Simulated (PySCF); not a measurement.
# BH2O (SMILES [BH]O): a chain of runs

We compute a transition-state search (UB3LYP5/3-21G), then vibrational wavenumbers, then the intrinsic reaction coordinate (UB3LYP5/3-21G), then a single-point energy (UB3LYP5/3-21G), then a single-point energy (UMP2/6-311+G*), then a single-point energy of BH2O. 

The results are computed with PySCF 2.14.0.

## Step 1: The molecule

BH2O: 4 atoms, total charge 0, spin state doublet. As SMILES, `[BH]O`. The run starts from this shape.

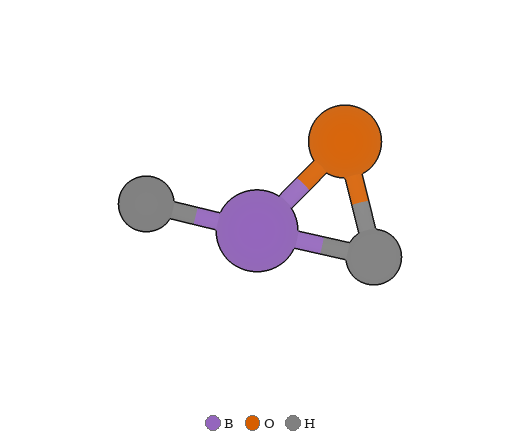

The structure, seen from a chosen angle (boron purple, oxygen orange, hydrogen grey).

## Step 2: A transition-state search at UB3LYP5/3-21G (run 1)

run.py reads:

```python
# [BH]O
from pyscf import gto, dft
from pyscf.geomopt.geometric_solver import kernel as optimise

mol = gto.M(
    atom='B -0.006100 -0.485500 0.388300; O 0.119700 0.544500 -0.448600; H -1.064200 -1.032400 0.540300; H 1.095170 0.101561 0.214622',
    cart=True,
    max_memory=1860,
    verbose=3,
    charge=0,
    spin=1,
    basis='3-21g',
)

mf = dft.UKS(mol, xc='b3lyp5')
converged, mol_eq = optimise(mf, maxsteps=60, transition=True, hessian=True)
print('converged:', converged)
print(mol_eq.tostring())

mf.reset(mol_eq)
mol = mol_eq
mf.kernel()
if not mf.converged:
    mf = mf.newton().run(mf.mo_coeff, mf.mo_occ)
e_final = mf.e_tot
print('Final energy', e_final)
```

Command:

```console
$ OMP_NUM_THREADS=1 python run.py
```

Log:

```text
WARN: HOMO -0.200324502106809 >= LUMO -0.20032450210681

converged SCF energy = -100.560863393687  <S^2> = 0.75527601  2S+1 = 2.0052691

[... 43 lines left out ...]
WARN: Mole.unit (angstrom) is changed to Bohr
[... 18 lines left out ...]
Note: Free energy does not include contribution from imaginary mode(s)
[... 7 lines left out ...]
Ground State Electronic Energy    : E0                        =  -100.56086339 au (    -63102.8945 kcal/mol)
[... 34 lines left out ...]
converged SCF energy = -100.562104204558  <S^2> = 0.75557536  2S+1 = 2.0055676
[... 59 lines left out ...]
converged SCF energy = -100.566833789751  <S^2> = 0.75538914  2S+1 = 2.0053819
[... 51 lines left out ...]
Converged! =D
[... 1 line left out ...]
converged: True
B          -0.10832128       -0.47185203        0.35607332
O           0.21967497        0.58062719       -0.43338296
H          -1.09122970       -1.10661768        0.59859046
H           1.15218109        0.13310916        0.22389637

converged SCF energy = -100.566850173204  <S^2> = 0.7553995  2S+1 = 2.0053922
Final energy -100.5668501732043
```

Wall time 18 s (1 thread of Arm Neoverse V1, shared host); peak memory 0.41 GiB.

Steps, from the record of the run:

```tsv
step	energy from the first frame kept (eV)	largest force (eV/Å)
0	0.0000	2.1275
1	-0.0131	1.8777
2	-0.0338	1.7106
3	-0.0768	1.4614
4	-0.1426	0.6990
5	-0.1625	0.0989
6	-0.1629	0.0232
7	-0.1629	0.0072
```

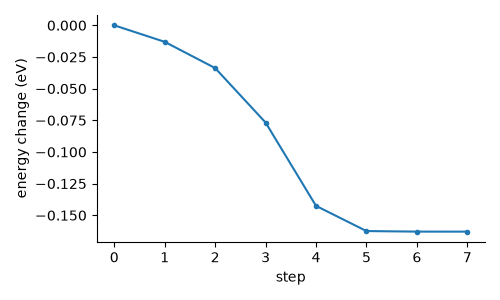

Energy along the run.

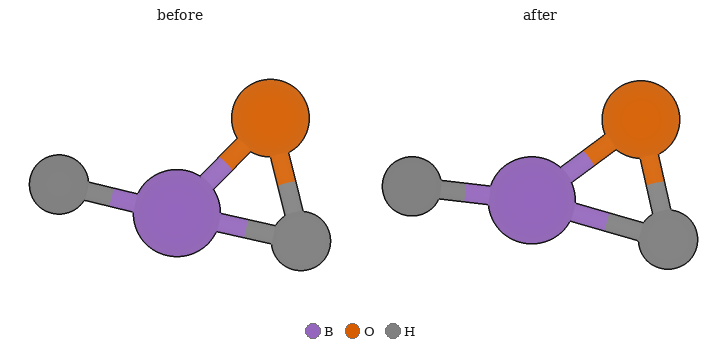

Before and after, at one scale.

After the run. Bond lengths: B1–O2 1.356 Å, B1–H3 1.195 Å. Angles: O2–B1–H3 136.8°. A long bond or contact: O2–H4 1.226 Å.

## Step 3: The harmonic vibrations at UB3LYP5/3-21G (run 2)

input.py reads:

```python
import numpy
from pyscf import gto, dft, symm
from pyscf.hessian import thermo

mol = gto.M(
    atom='''
B   -0.191753  -0.583113   0.434312
O    0.136243   0.469366  -0.355144
H   -1.174662  -1.217879   0.676829
H    1.068749   0.021848   0.302135
''',
    cart=True,
    basis='3-21g',
    max_memory=1860,
    verbose=4,
    spin=1,
)

mf = dft.UKS(mol, xc='b3lyp5')
mf.kernel()
if not mf.converged:
    mf = mf.newton().run(mf.mo_coeff, mf.mo_occ)

energy = mf.e_tot
print('Final energy', energy)
hess = mf.Hessian().kernel()
modes = thermo.harmonic_analysis(mol, hess)
print('frequencies (1/cm)', numpy.round(modes['freq_wavenumber'], 1))
symm.geom.TOLERANCE = 1e-3  # for the symmetry number
th = thermo.thermo(mf, modes['freq_au'], 500, 101325)
thermo.dump_thermo(mol, th)
```

Command:

```console
$ OMP_NUM_THREADS=1 python input.py
```

Log:

```text
PySCF version 2.14.0

[... 100 lines left out ...]
converged SCF energy = -100.566850173216  <S^2> = 0.75539949  2S+1 = 2.0053922
Final energy -100.56685017321584
[... 16 lines left out ...]
Gibbs free energy [Eh] -100.59142
```

Wall time 7.8 s (1 thread of Arm Neoverse V1, shared host); peak memory 0.4 GiB.

## Step 4: The intrinsic reaction coordinate at UB3LYP5/3-21G (path step 0.3 bohr*amu^0.5) (run 3)

calc.py reads:

```python
import numpy
from pyscf import gto, dft
from pyscf.hessian import thermo

mol = gto.Mole()
mol.atom = '''
B   -0.108321  -0.471852   0.356073
O    0.219675   0.580627  -0.433383
H   -1.091230  -1.106618   0.598590
H    1.152181   0.133109   0.223896
'''
mol.verbose = 0
mol.cart = True
mol.spin = 1
mol.basis = '3-21g'
mol.max_memory = 1860
mol.build()

mf = dft.UKS(mol, xc='b3lyp5')
mf.kernel()
if not mf.converged:
    mf = mf.newton().run(mf.mo_coeff, mf.mo_occ)
modes = thermo.harmonic_analysis(mol, mf.Hessian().kernel())
print('lowest modes (1/cm)', numpy.round(modes['freq_wavenumber'][:3], 1))
w = numpy.sqrt(mol.atom_mass_list(isotope_avg=True))[:, None]
mode = modes['norm_mode'][0] * w
mode /= numpy.linalg.norm(mode)
scanner = mf.nuc_grad_method().as_scanner()
x_ts, e_ts, ds = mol.atom_coords() * w, mf.e_tot, 0.3  # mass-weighted, bohr amu^1/2
path = []
for sign in (1, -1):
    x, e_old = x_ts + sign * ds * mode, e_ts
    for k in range(1, 21):
        e, g = scanner(mol.set_geom_(x / w, unit='bohr', inplace=False))
        if e > e_old:
            break
        path.append((sign * k * ds, e, x / w, g))
        d1 = -g / w / numpy.linalg.norm(g / w)
        g2 = scanner(mol.set_geom_((x + 0.5 * ds * d1) / w, unit='bohr', inplace=False))[1] / w  # midpoint rule
        x, e_old = x - ds * g2 / numpy.linalg.norm(g2), e
path.sort(key=lambda p: p[0])
print('s (bohr amu^1/2)   E - E(TS) (kcal/mol)')
for s, e, x, g in path:
    print('%7.2f %10.3f' % (s, (e - e_ts) * 627.5095))
for s, e, x, g in (path[0], path[-1]):
    print('end at s = %.2f' % s)
    print(mol.set_geom_(x, unit='bohr', inplace=False).tostring())
```

Command:

```console
$ OMP_NUM_THREADS=1 python calc.py
```

Log:

```text
lowest modes (1/cm) [  0. +1929.j 449.8   +0.j 871.4   +0.j]
s (bohr amu^1/2)   E - E(TS) (kcal/mol)
  -1.20    -24.306
  -0.90    -18.521
  -0.60    -10.968
  -0.30     -3.486
   0.30     -3.780
   0.60    -12.505
   0.90    -21.998
   1.20    -30.056
   1.50    -36.059
   1.80    -40.100
   2.10    -41.242
end at s = -1.20
B          -0.13251395       -0.50069934        0.37314881
O           0.23754791        0.56741395       -0.41676286
H          -1.18966829       -1.03844192        0.51149186
H           1.22587171        0.58385748       -0.13452518
end at s = 2.10
B          -0.02755613       -0.42320385        0.33942370
O           0.16896730        0.59647349       -0.46198733
H          -1.02442501       -1.11954393        0.62866147
H           1.02693062       -0.62667204        0.82690629
```

Run time: 37 s. Hardware: 1 thread of Arm Neoverse V1, shared host; peak memory 0.4 GiB.

The path in brief:

```tsv
step	energy from the first frame kept (eV)	largest force (eV/Å)
0	0.0000	1.7085
1	0.2509	1.7798
2	0.5784	2.0309
3	0.9028	1.6163
4	0.8901	1.7923
5	0.5118	2.4592
6	0.1001	2.2849
7	-0.2494	1.7998
8	-0.5096	1.3089
9	-0.6849	0.9654
10	-0.7344	1.1942
```

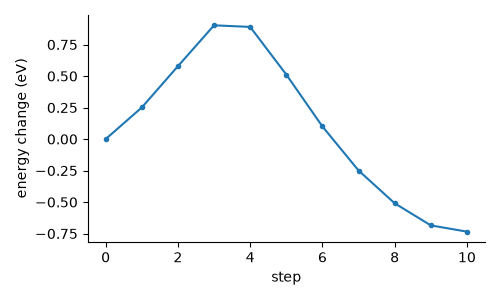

Energy along the run.

## Step 5: A single-point energy at UB3LYP5/3-21G (run 4)

job.py reads:

```python
from pyscf import gto, dft

mol = gto.Mole()
mol.atom = '''
B       -0.006100      -0.485500       0.388300
O        0.119700       0.544500      -0.448600
H       -1.064200      -1.032400       0.540300
H        1.006100       0.913200      -0.500300
'''
mol.verbose = 4
mol.spin = 1
mol.max_memory = 1860
mol.cart = True
mol.basis = '3-21g'
mol.build()

ks = dft.UKS(mol, xc='b3lyp5')
ks.kernel()
if not ks.converged:
    ks = ks.newton().run(ks.mo_coeff, ks.mo_occ)

energy = ks.e_tot
print('E(%s) = %.9f' % ('B3LYP5', energy))
```

Command:

```console
$ OMP_NUM_THREADS=1 python job.py
```

Log:

```text
PySCF version 2.14.0

[... 59 lines left out ...]
WARN: HOMO -0.143755166782296 >= LUMO -0.143755166782293
[... 38 lines left out ...]
converged SCF energy = -100.614565194104  <S^2> = 0.75109844  2S+1 = 2.0010981
E(B3LYP5) = -100.614565194
```

Wall time 1.7 s (1 thread of Arm Neoverse V1, shared host); peak memory 0.16 GiB.

## Step 6: The energy at UMP2/6-311+G(d) (sfX2C, Cartesian functions) (run 5)

input.xyz reads:

```xyz
4
BH2O
B     -0.108321    -0.471852     0.356073
O      0.219675     0.580627    -0.433383
H     -1.091230    -1.106618     0.598590
H      1.152181     0.133109     0.223896
```

job.py reads:

```python
# [BH]O
from pyscf import gto, scf, mp

mol = gto.M(
    atom='input.xyz',
    cart=True,
    spin=1,
    verbose=3,
    basis='6-311+g*',
    max_memory=1860,
    charge=0,
)

mf = scf.UHF(mol)
mf = mf.sfx2c1e()
mf = mf.newton()
mf.kernel()

pt = mp.MP2(mf).run()
energy = pt.e_tot
print('Final energy', energy)
```

Command:

```console
$ OMP_NUM_THREADS=1 python job.py
```

Log:

```text
converged SCF energy = -100.695640171645  <S^2> = 0.79031129  2S+1 = 2.039913
E(UMP2) = -101.01695101852  E_corr = -0.321310846874845
E(SCS-UMP2) = -101.014309316882  E_corr = -0.318669145236878
Final energy -101.01695101852007
```

Run time: 1.2 s. Hardware: 1 thread of Arm Neoverse V1, shared host; peak memory 0.13 GiB.

## Step 7: The energy at UMP2/6-311+G(d) (sfX2C, Cartesian functions) (run 6)

input.xyz reads:

```xyz
4

B     -0.006100    -0.485500     0.388300
O      0.119700     0.544500    -0.448600
H     -1.064200    -1.032400     0.540300
H      1.006100     0.913200    -0.500300
```

job.py reads:

```python
from pyscf import gto, mp

system = gto.M(
    atom='input.xyz',
    spin=1,
    max_memory=1860,
    basis='6-311+g*',
    cart=True,
    verbose=3,
)

mf = system.UHF()
mf = mf.sfx2c1e()
mf = mf.newton()
mf.kernel()

pt = mp.MP2(mf).run()
energy = pt.e_tot
print(f'total energy: {energy:.8f} hartree')
```

Command:

```console
$ OMP_NUM_THREADS=1 python job.py
```

Log:

```text
converged SCF energy = -100.76590034114  <S^2> = 0.75319417  2S+1 = 2.0031916
E(UMP2) = -101.07104118779  E_corr = -0.305140846650384
E(SCS-UMP2) = -101.069874257507  E_corr = -0.303973916366842
total energy: -101.07104119 hartree
```

Run time: 1.2 s. Hardware: 1 thread of Arm Neoverse V1, shared host; peak memory 0.13 GiB.

## Step 8: Summary of results

| quantity | value |
| --- | --- |
| run 1, UB3LYP5/3-21G: total energy at the end | -100.56685 Eh |
| run 1, UB3LYP5/3-21G: dipole moment | 1.01 D |
| run 1, UB3LYP5/3-21G: HOMO energy (highest over α and β) | -5.33 eV |
| run 1, UB3LYP5/3-21G: LUMO energy (lowest over α and β) | -1.85 eV |
| run 1, UB3LYP5/3-21G: ⟨S²⟩ | 0.755 |
| run 2, UB3LYP5/3-21G: lowest harmonic wavenumber | 1929i cm⁻¹ (imaginary) |
| run 2, UB3LYP5/3-21G: highest harmonic wavenumber | 2658 cm⁻¹ |
| run 3, UB3LYP5/3-21G: energy at the saddle point | -100.56685 Eh |
| run 4, UB3LYP5/3-21G: total energy | -100.61457 Eh |
| run 4, UB3LYP5/3-21G: dipole moment | 1.86 D |
| run 4, UB3LYP5/3-21G: HOMO energy (highest over α and β) | -4.85 eV |
| run 4, UB3LYP5/3-21G: LUMO energy (lowest over α and β) | -0.96 eV |
| run 4, UB3LYP5/3-21G: ⟨S²⟩ | 0.751 |
| run 5, UMP2/6-311+G*: total energy | -101.01695 Eh |
| run 5, UMP2/6-311+G*: dipole moment (Hartree–Fock density) | 1.48 D |
| run 5, UMP2/6-311+G*: HOMO energy (Hartree–Fock orbitals) (highest over α and β) | -9.25 eV |
| run 5, UMP2/6-311+G*: LUMO energy (Hartree–Fock orbitals) (lowest over α and β) | 1.29 eV |
| run 5, UMP2/6-311+G*: correlation energy | -321.3 mEh |
| run 5, UMP2/6-311+G*: ⟨S²⟩ of the reference determinant | 0.790 |
| run 6, UMP2/6-311+G*: total energy | -101.07104 Eh |
| run 6, UMP2/6-311+G*: dipole moment (Hartree–Fock density) | 1.47 D |
| run 6, UMP2/6-311+G*: HOMO energy (Hartree–Fock orbitals) (highest over α and β) | -9.16 eV |
| run 6, UMP2/6-311+G*: LUMO energy (Hartree–Fock orbitals) (lowest over α and β) | 1.28 eV |
| run 6, UMP2/6-311+G*: correlation energy | -305.1 mEh |
| run 6, UMP2/6-311+G*: ⟨S²⟩ of the reference determinant | 0.753 |

Mulliken charges (run 1, UB3LYP5/3-21G) run from -0.41 on O2 to +0.26 on H4. 1 mode is imaginary (lowest 1929i cm⁻¹): a first-order saddle point, unless the integration grid spoils the Hessian. Mulliken charges (run 4, UB3LYP5/3-21G) run from -0.52 on O2 to +0.40 on H4; they depend strongly on the basis.
